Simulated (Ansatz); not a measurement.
## Geometry relaxation of C2H11NOSi2 (part 2 of 2)

Continued. System: C2H11NOSi2. Method: RKS r2SCAN/STO-3G (Ansatz 0.2.0). It belongs to a series of runs on one base structure; here: start relaxed.

Geometry of the input (Å):
```
Si 0.0000  0.0000  0.0000
O  0.0000  0.0000  1.6800
Si -1.3147  -0.4067  2.6436
H  -2.2390  -1.2403  1.8804
H  -0.8506  -1.1432  3.8157
H  -1.9987  0.8095  3.0733
H  1.3768  0.0000  -0.4862
H  -0.6877  1.1914  -0.4862
N  -0.8572  -1.4851  -0.6061
C  -1.5991  -2.3398  0.3320
H  -1.2218  -2.1735  1.3626
H  -2.6791  -2.0872  0.2887
H  -1.4574  -3.4051  0.0541
C  -0.8082  -1.8308  -2.0340
H  -1.6103  -1.2865  -2.5747
H  0.1794  -1.5432  -2.4511
H  -0.9565  -2.9241  -2.1559
```

## Trajectory as extended XYZ, continued
```
17
Properties=species:S:1:pos:R:3:forces:R:3 step=7 energy=-21286.61553
Si   -0.0904   -0.2157    0.1229    0.0533   0.2528  -0.2424
O     0.0363   -0.3854    1.7944    0.0200  -0.0432   0.0616
Si   -1.3244   -0.0867    2.7682   -0.0998   0.1111   0.1199
H    -2.5770   -0.5960    2.2236    0.1167   0.0529   0.0078
H    -1.0640   -0.7474    4.0347   -0.0106   0.0805  -0.1086
H    -1.4951    1.3453    3.0043    0.0307  -0.1915  -0.0521
H     1.2145    0.1642   -0.4090   -0.2171  -0.0550   0.1280
H    -1.0614    0.8110   -0.2960    0.0833  -0.1821   0.1239
N    -0.4542   -1.8097   -0.5862    0.1033  -0.1310   0.1719
C    -1.4703   -2.6428    0.1207   -0.3523  -0.2102  -0.1787
H    -1.2102   -2.7490    1.1889    0.0822   0.1508  -0.0532
H    -2.5197   -2.2581    0.0548    0.2185  -0.0282   0.0268
H    -1.4782   -3.6616   -0.3203    0.0330   0.1800   0.0426
C    -0.7543   -1.7600   -2.0437   -0.2215   0.0028  -0.2482
H    -1.7245   -1.2629   -2.2983    0.1819  -0.0674   0.0569
H     0.0526   -1.2191   -2.5737   -0.0608  -0.0371   0.0888
H    -0.8038   -2.7906   -2.4490    0.0391   0.1146   0.0552
17
Properties=species:S:1:pos:R:3:forces:R:3 step=8 energy=-21286.63462
Si   -0.1015   -0.2447    0.1394   -0.0967   0.0650  -0.1388
O     0.0188   -0.4705    1.8074    0.2094  -0.0511  -0.0667
Si   -1.3066   -0.0733    2.7847   -0.1398   0.0324   0.0969
H    -2.5660   -0.5634    2.2514   -0.0322   0.0341   0.0194
H    -1.0640   -0.6966    4.0694    0.0108   0.0372  -0.0374
H    -1.4307    1.3653    2.9697    0.0182  -0.0536  -0.0333
H     1.1828    0.1877   -0.3876   -0.0871  -0.0635   0.0718
H    -1.1038    0.7595   -0.2327    0.0163  -0.0488   0.0526
N    -0.4429   -1.8339   -0.6059    0.0400  -0.0824   0.1999
C    -1.4817   -2.6520    0.0959   -0.0573   0.0904  -0.1301
H    -1.2462   -2.6586    1.1703    0.0010  -0.0272   0.1319
H    -2.5295   -2.2876   -0.0302    0.1418   0.0037  -0.0118
H    -1.4519   -3.6958   -0.2688    0.0304   0.0505  -0.0421
C    -0.7477   -1.7577   -2.0617   -0.1051   0.0158  -0.1711
H    -1.7325   -1.2898   -2.2966    0.0751  -0.0019   0.0006
H     0.0393   -1.1769   -2.5758   -0.0331  -0.0177   0.0435
H    -0.7601   -2.7762   -2.4927    0.0083   0.0170   0.0147
17
Properties=species:S:1:pos:R:3:forces:R:3 step=9 energy=-21286.64212
Si   -0.1392   -0.2408    0.1358   -0.0160  -0.1079  -0.0283
O     0.0059   -0.5302    1.7906    0.0197   0.0924   0.2194
Si   -1.2941   -0.0764    2.7886    0.0132   0.0451   0.0297
H    -2.5825   -0.5367    2.2982    0.0051   0.0061  -0.0025
H    -1.0402   -0.6698    4.0829    0.0140  -0.0017  -0.0061
H    -1.3714    1.3678    2.9359   -0.0036  -0.0068  -0.0117
H     1.1238    0.2298   -0.3983   -0.0221   0.0262   0.0086
H    -1.1854    0.7296   -0.1965    0.0089  -0.0305   0.0095
N    -0.4169   -1.8480   -0.5945   -0.0580  -0.0306  -0.1607
C    -1.4860   -2.6474    0.0860    0.0042   0.0012   0.0162
H    -1.2680   -2.6796    1.1678   -0.0068   0.0086  -0.0396
H    -2.5177   -2.2526   -0.0528    0.0216   0.0121  -0.0006
H    -1.4754   -3.6833   -0.2987    0.0151   0.0191  -0.0193
C    -0.7194   -1.7657   -2.0589    0.0129  -0.0394  -0.0163
H    -1.6939   -1.2836   -2.2951   -0.0033   0.0078  -0.0115
H     0.0777   -1.1945   -2.5657   -0.0044  -0.0014   0.0143
H    -0.7417   -2.7831   -2.4892   -0.0004  -0.0005  -0.0013
17
Properties=species:S:1:pos:R:3:forces:R:3 step=10 energy=-21286.65174
Si   -0.1660   -0.2664    0.1554    0.0349  -0.0080   0.0068
O     0.0007   -0.5391    1.8182   -0.0172   0.0176  -0.0207
Si   -1.2791   -0.0420    2.8240   -0.0072   0.0081  -0.0521
H    -2.5805   -0.4943    2.3593    0.0160  -0.0208   0.0123
H    -1.0107   -0.6093    4.1268    0.0024   0.0156   0.0068
H    -1.3411    1.4060    2.9277    0.0147   0.0091   0.0208
H     1.0778    0.2461   -0.3843    0.0009   0.0039   0.0054
H    -1.2350    0.6822   -0.1645   -0.0144  -0.0371   0.0127
N    -0.4119   -1.8682   -0.6063    0.0054   0.0230  -0.0200
C    -1.4917   -2.6683    0.0534   -0.0290  -0.0461  -0.0045
H    -1.2850   -2.7205    1.1366   -0.0092   0.0031  -0.0332
H    -2.5154   -2.2570   -0.0910   -0.0252  -0.0192   0.0181
H    -1.4856   -3.6959   -0.3529   -0.0170   0.0084   0.0165
C    -0.7031   -1.7719   -2.0734    0.0391   0.0403   0.0401
H    -1.6731   -1.2841   -2.3145   -0.0237   0.0069  -0.0012
H     0.0997   -1.1972   -2.5645    0.0236   0.0119  -0.0208
H    -0.7238   -2.7845   -2.5138    0.0057  -0.0168   0.0126
17
Properties=species:S:1:pos:R:3:forces:R:3 step=11 energy=-21286.65658
Si   -0.1898   -0.2799    0.1614   -0.0042   0.0633   0.0200
O     0.0163   -0.5214    1.8230   -0.0010  -0.0242  -0.0014
Si   -1.2517   -0.0267    2.8436    0.0065   0.0238  -0.0061
H    -2.5492   -0.5335    2.4292   -0.0002  -0.0100   0.0011
H    -0.9384   -0.5370    4.1597    0.0138  -0.0035   0.0021
H    -1.3475    1.4221    2.9033   -0.0082   0.0049   0.0044
H     1.0292    0.2547   -0.4128   -0.0019  -0.0056   0.0105
H    -1.2916    0.6354   -0.1419   -0.0014  -0.0095   0.0071
N    -0.4224   -1.8844   -0.5933    0.0299   0.0249  -0.0367
C    -1.5319   -2.6764    0.0262   -0.0117  -0.0214   0.0209
H    -1.3494   -2.7499    1.1117   -0.0133  -0.0124   0.0020
H    -2.5479   -2.2493   -0.1295    0.0087   0.0062  -0.0117
H    -1.5329   -3.6969   -0.3962   -0.0115  -0.0084   0.0057
C    -0.6657   -1.7706   -2.0677   -0.0214  -0.0201  -0.0203
H    -1.6321   -1.2858   -2.3314    0.0111   0.0047  -0.0108
H     0.1487   -1.1865   -2.5292    0.0054  -0.0021   0.0102
H    -0.6680   -2.7784   -2.5200   -0.0007  -0.0106   0.0031
17
Properties=species:S:1:pos:R:3:forces:R:3 step=12 energy=-21286.65927
Si   -0.2275   -0.2840    0.1699   -0.0250   0.0383  -0.0019
O     0.0216   -0.5221    1.8271   -0.0354  -0.0009  -0.0025
Si   -1.2195   -0.0108    2.8745   -0.0036  -0.0274   0.0457
H    -2.5184   -0.5702    2.5261    0.0604   0.0420   0.0197
H    -0.8461   -0.4647    4.1992   -0.0095   0.0287  -0.0773
H    -1.3468    1.4392    2.8831   -0.0162  -0.0549   0.0007
H     0.9648    0.2840   -0.4308   -0.0331  -0.0108   0.0174
H    -1.3676    0.5956   -0.1039    0.0440  -0.0131   0.0085
N    -0.4317   -1.8931   -0.5870   -0.0337  -0.0226  -0.0441
C    -1.5723   -2.6784   -0.0070    0.0109   0.0565   0.0092
H    -1.4275   -2.7633    1.0841   -0.0063   0.0051  -0.0285
H    -2.5775   -2.2362   -0.1929    0.0354  -0.0025  -0.0005
H    -1.5750   -3.6962   -0.4356    0.0133  -0.0058  -0.0097
C    -0.6227   -1.7809   -2.0722    0.0001  -0.0058   0.0294
H    -1.5747   -1.2875   -2.3723    0.0303  -0.0088   0.0005
H     0.2146   -1.2056   -2.5048   -0.0282  -0.0196   0.0214
H    -0.6178   -2.7905   -2.5213   -0.0036   0.0017   0.0120
17
Properties=species:S:1:pos:R:3:forces:R:3 step=13 energy=-21286.66082
Si   -0.2435   -0.2817    0.1706    0.0049   0.0232  -0.0008
O     0.0212   -0.5229    1.8252   -0.0435   0.0029  -0.0049
Si   -1.2075   -0.0123    2.8869   -0.0040   0.0000   0.0373
H    -2.5068   -0.5856    2.5660    0.0546   0.0164   0.0204
H    -0.8051   -0.4433    4.2102   -0.0169   0.0108  -0.0670
H    -1.3546    1.4353    2.8816   -0.0027  -0.0376  -0.0020
H     0.9392    0.2986   -0.4361   -0.0203  -0.0128   0.0094
H    -1.3904    0.5909   -0.0924    0.0220  -0.0143   0.0080
N    -0.4366   -1.8928   -0.5860   -0.0418   0.0094  -0.0206
C    -1.5875   -2.6725   -0.0196    0.0219   0.0313   0.0141
H    -1.4591   -2.7525    1.0738   -0.0088   0.0001  -0.0245
H    -2.5885   -2.2291   -0.2227    0.0284  -0.0027  -0.0024
H    -1.5845   -3.6922   -0.4440    0.0015  -0.0010  -0.0019
C    -0.6069   -1.7887   -2.0738    0.0074  -0.0043   0.0135
H    -1.5511   -1.2910   -2.3908    0.0291  -0.0107   0.0024
H     0.2407   -1.2227   -2.4985   -0.0293  -0.0181   0.0166
H    -0.6031   -2.8021   -2.5142   -0.0025   0.0075   0.0024
17
Properties=species:S:1:pos:R:3:forces:R:3 step=14 energy=-21286.66234
Si   -0.2687   -0.2711    0.1685    0.0305  -0.0488   0.0119
O     0.0186   -0.5172    1.8185   -0.0326   0.0183  -0.0226
Si   -1.1886   -0.0143    2.9062   -0.0050  -0.0522   0.0136
H    -2.4815   -0.6244    2.6358    0.0240   0.0234  -0.0058
H    -0.7407   -0.4248    4.2194    0.0015   0.0252  -0.0174
H    -1.3698    1.4281    2.8854   -0.0028  -0.0091   0.0059
H     0.9015    0.3208   -0.4485   -0.0039   0.0054  -0.0074
H    -1.4275    0.5885   -0.0764   -0.0037   0.0055   0.0008
N    -0.4495   -1.8853   -0.5841   -0.0203   0.0439  -0.0025
C    -1.6135   -2.6567   -0.0366    0.0098  -0.0043  -0.0037
H    -1.5140   -2.7241    1.0606   -0.0051   0.0002  -0.0249
H    -2.6075   -2.2139   -0.2716    0.0108  -0.0103   0.0058
H    -1.6000   -3.6814   -0.4496   -0.0123   0.0081   0.0116
C    -0.5803   -1.8047   -2.0764   -0.0021   0.0092   0.0128
H    -1.5100   -1.3025   -2.4280    0.0250  -0.0178   0.0113
H     0.2837   -1.2555   -2.4887   -0.0132  -0.0072   0.0111
H    -0.5764   -2.8259   -2.4983   -0.0006   0.0106  -0.0004
17
Properties=species:S:1:pos:R:3:forces:R:3 step=15 energy=-21286.66294
Si   -0.2825   -0.2659    0.1673    0.0024  -0.0371   0.0072
O     0.0215   -0.5093    1.8137   -0.0081   0.0117  -0.0112
Si   -1.1747   -0.0206    2.9183   -0.0034   0.0086  -0.0077
H    -2.4615   -0.6533    2.6730    0.0250  -0.0009   0.0126
H    -0.6918   -0.4028    4.2275   -0.0151  -0.0018  -0.0180
H    -1.3858    1.4176    2.8871    0.0020  -0.0058   0.0031
H     0.8762    0.3342   -0.4635    0.0035  -0.0051   0.0009
H    -1.4489    0.5868   -0.0654   -0.0058   0.0037   0.0038
N    -0.4612   -1.8810   -0.5801   -0.0133   0.0229  -0.0199
C    -1.6350   -2.6474   -0.0482    0.0008   0.0022  -0.0005
H    -1.5548   -2.7096    1.0507   -0.0013   0.0010  -0.0160
H    -2.6241   -2.2040   -0.3016    0.0098  -0.0053   0.0040
H    -1.6184   -3.6746   -0.4546   -0.0018   0.0059   0.0037
C    -0.5613   -1.8137   -2.0751   -0.0114   0.0128   0.0141
H    -1.4830   -1.3139   -2.4501    0.0230  -0.0146   0.0130
H     0.3113   -1.2690   -2.4742   -0.0070  -0.0022   0.0070
H    -0.5502   -2.8382   -2.4887    0.0007   0.0040   0.0040
17
Properties=species:S:1:pos:R:3:forces:R:3 step=16 energy=-21286.66321
Si   -0.2893   -0.2642    0.1662    0.0040  -0.0029  -0.0014
O     0.0255   -0.5013    1.8107   -0.0007   0.0084   0.0030
Si   -1.1668   -0.0213    2.9225   -0.0091   0.0026   0.0163
H    -2.4468   -0.6735    2.6942    0.0196   0.0053   0.0022
H    -0.6694   -0.3919    4.2298   -0.0086   0.0034  -0.0220
H    -1.3968    1.4141    2.8874    0.0022  -0.0135  -0.0015
H     0.8650    0.3360   -0.4729   -0.0008  -0.0059   0.0048
H    -1.4584    0.5871   -0.0598   -0.0007  -0.0038   0.0023
N    -0.4679   -1.8795   -0.5774   -0.0181   0.0083  -0.0185
C    -1.6473   -2.6429   -0.0547   -0.0008   0.0020   0.0087
H    -1.5767   -2.7036    1.0448   -0.0018  -0.0005  -0.0088
H    -2.6338   -2.1984   -0.3167    0.0116  -0.0015  -0.0003
H    -1.6294   -3.6707   -0.4589    0.0007   0.0012  -0.0009
C    -0.5517   -1.8176   -2.0729   -0.0068   0.0064   0.0056
H    -1.4706   -1.3219   -2.4592    0.0176  -0.0087   0.0067
H     0.3238   -1.2716   -2.4640   -0.0081  -0.0030   0.0025
H    -0.5333   -2.8434   -2.4830    0.0000   0.0021   0.0013
17
Properties=species:S:1:pos:R:3:forces:R:3 step=17 energy=-21286.66338
Si   -0.2933   -0.2608    0.1655   -0.0004   0.0066  -0.0049
O     0.0313   -0.4907    1.8084    0.0090   0.0020   0.0065
Si   -1.1603   -0.0239    2.9259   -0.0147   0.0002   0.0060
H    -2.4315   -0.6961    2.7080    0.0109   0.0045   0.0023
H    -0.6498   -0.3835    4.2307   -0.0044   0.0058  -0.0103
H    -1.4121    1.4077    2.8860    0.0032  -0.0120   0.0027
H     0.8587    0.3361   -0.4806   -0.0045   0.0000   0.0029
H    -1.4645    0.5893   -0.0549    0.0050  -0.0014  -0.0005
N    -0.4753   -1.8760   -0.5748   -0.0057  -0.0046  -0.0125
C    -1.6584   -2.6373   -0.0587   -0.0012   0.0047   0.0009
H    -1.5961   -2.6966    1.0412   -0.0007   0.0000  -0.0039
H    -2.6421   -2.1919   -0.3287    0.0042  -0.0020   0.0014
H    -1.6387   -3.6657   -0.4613   -0.0003  -0.0020  -0.0007
C    -0.5446   -1.8213   -2.0707   -0.0008  -0.0002   0.0089
H    -1.4605   -1.3295   -2.4679    0.0042  -0.0015   0.0002
H     0.3333   -1.2753   -2.4558   -0.0028  -0.0013  -0.0002
H    -0.5201   -2.8489   -2.4762   -0.0012   0.0011   0.0014
17
Properties=species:S:1:pos:R:3:forces:R:3 step=18 energy=-21286.66346
Si   -0.2947   -0.2571    0.1642   -0.0056   0.0125  -0.0042
O     0.0379   -0.4798    1.8065    0.0072  -0.0016   0.0038
Si   -1.1564   -0.0282    2.9274   -0.0034  -0.0005   0.0047
H    -2.4175   -0.7208    2.7183    0.0014   0.0048  -0.0023
H    -0.6352   -0.3755    4.2306    0.0026  -0.0017   0.0036
H    -1.4287    1.3992    2.8861   -0.0041  -0.0040  -0.0039
H     0.8546    0.3380   -0.4878    0.0020  -0.0023   0.0005
H    -1.4656    0.5939   -0.0528   -0.0007  -0.0013  -0.0001
N    -0.4810   -1.8728   -0.5726    0.0043  -0.0085  -0.0021
C    -1.6672   -2.6312   -0.0612   -0.0019   0.0020   0.0014
H    -1.6113   -2.6890    1.0390   -0.0002  -0.0003   0.0005
H    -2.6487   -2.1849   -0.3371   -0.0012  -0.0002   0.0005
H    -1.6472   -3.6604   -0.4619    0.0000  -0.0008  -0.0004
C    -0.5394   -1.8251   -2.0686    0.0015  -0.0016   0.0006
H    -1.4519   -1.3345   -2.4745   -0.0028   0.0021  -0.0023
H     0.3413   -1.2816   -2.4502    0.0019   0.0006  -0.0015
H    -0.5130   -2.8545   -2.4692   -0.0011   0.0006   0.0013
17
Properties=species:S:1:pos:R:3:forces:R:3 step=19 energy=-21286.66352
Si   -0.2952   -0.2532    0.1627   -0.0025   0.0090   0.0009
O     0.0449   -0.4696    1.8044    0.0022  -0.0005   0.0038
Si   -1.1526   -0.0333    2.9283   -0.0077   0.0008  -0.0059
H    -2.4045   -0.7439    2.7247    0.0016  -0.0015  -0.0009
H    -0.6226   -0.3700    4.2307    0.0032   0.0009   0.0038
H    -1.4478    1.3894    2.8830    0.0024  -0.0016   0.0006
H     0.8525    0.3387   -0.4947    0.0013   0.0006   0.0002
H    -1.4667    0.5978   -0.0515   -0.0007   0.0000  -0.0008
N    -0.4850   -1.8700   -0.5703    0.0059  -0.0089   0.0070
C    -1.6746   -2.6248   -0.0621   -0.0019  -0.0029   0.0011
H    -1.6232   -2.6814    1.0382    0.0004   0.0000   0.0027
H    -2.6542   -2.1772   -0.3423   -0.0021   0.0022  -0.0009
H    -1.6552   -3.6547   -0.4611    0.0001   0.0006  -0.0005
C    -0.5352   -1.8280   -2.0663   -0.0005  -0.0024  -0.0083
H    -1.4442   -1.3368   -2.4793   -0.0032   0.0027  -0.0022
H     0.3489   -1.2884   -2.4457    0.0019   0.0005  -0.0003
H    -0.5095   -2.8591   -2.4625   -0.0005   0.0006  -0.0002
17
Properties=species:S:1:pos:R:3:forces:R:3 step=20 energy=-21286.66355
Si   -0.2944   -0.2498    0.1612    0.0017  -0.0002   0.0054
O     0.0507   -0.4608    1.8029   -0.0043   0.0022  -0.0014
Si   -1.1512   -0.0384    2.9277    0.0011   0.0014  -0.0035
H    -2.3936   -0.7667    2.7280    0.0035   0.0019   0.0016
H    -0.6136   -0.3643    4.2300   -0.0018   0.0013  -0.0003
H    -1.4652    1.3803    2.8792    0.0001  -0.0054   0.0009
H     0.8527    0.3392   -0.4996   -0.0009   0.0023  -0.0001
H    -1.4665    0.6006   -0.0517    0.0004   0.0016  -0.0016
N    -0.4868   -1.8682   -0.5680    0.0075  -0.0061   0.0034
C    -1.6796   -2.6191   -0.0615   -0.0041  -0.0033  -0.0015
H    -1.6308   -2.6752    1.0390    0.0008   0.0003   0.0007
H    -2.6573   -2.1687   -0.3441   -0.0010   0.0010   0.0002
H    -1.6625   -3.6493   -0.4598   -0.0002   0.0016   0.0002
C    -0.5325   -1.8301   -2.0645   -0.0029   0.0012  -0.0076
H    -1.4383   -1.3362   -2.4818    0.0005  -0.0001   0.0012
H     0.3550   -1.2954   -2.4430    0.0000  -0.0004   0.0018
H    -0.5101   -2.8625   -2.4577   -0.0002   0.0008   0.0005
```

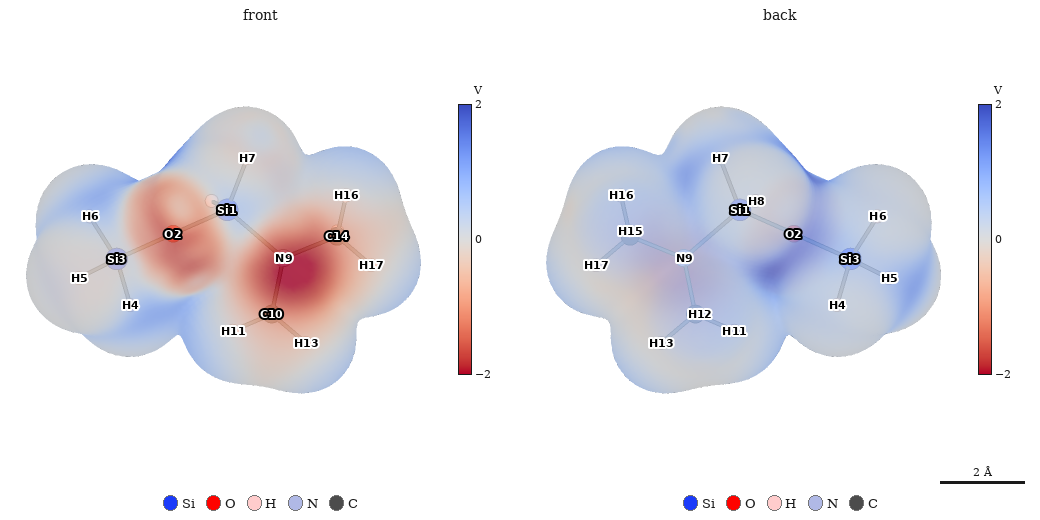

Fig. 1: The electrostatic potential painted on the density surface at 0.002 e/bohr³, seen face on and from behind; the colour scale runs from red (negative) to blue (positive).

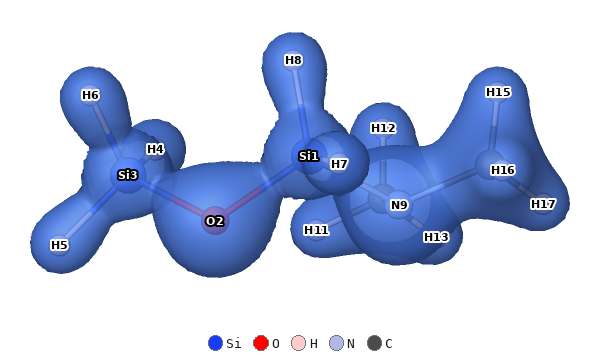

Fig. 2: Isosurface of the total electron density at 0.6 e/Å³ (blue), seen from the side. At this value the surface is in one piece. On the grid the lowest density along these lines, outside the cores, is 1.7 e/Å³ (C–N, 1.50 Å), 0.8 e/Å³ (Si–O, 1.69 Å), 0.76 e/Å³ (Si–N, 1.79 Å) and 1.8 e/Å³ (C–H, 1.10 Å).

## Summary

```tsv
quantity	value
outcome	converged
total energy	−21286.6636 eV
mean-field energy	−21286.6636 eV
largest force (length of the vector) at the end	0.010 eV/Å
wall time	2.5 min
peak memory	0.19 GiB
```
